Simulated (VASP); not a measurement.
Band structure of MgO (relaxed from the h-BN structure, space group P6_3/mmc). These are r2SCAN meta-GGA, VASP's PBE PAW potentials (set 64) (plane waves; VASP) values and carry that method's errors.

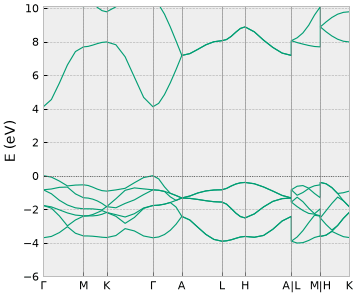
Bands along high-symmetry lines, zero at the valence-band maximum or, without a gap, the Fermi level

### Question
Read the plot: is there a gap, and where are the band edges?

### Answer
The gap is direct, 4.11 eV, from the valence maximum at Γ to the conduction minimum at Γ.

The structure was generated: MgO was put into the h-BN type (P6_3/mmc), which need not be its known phase. It was relaxed first, which changed the volume by -40 %.
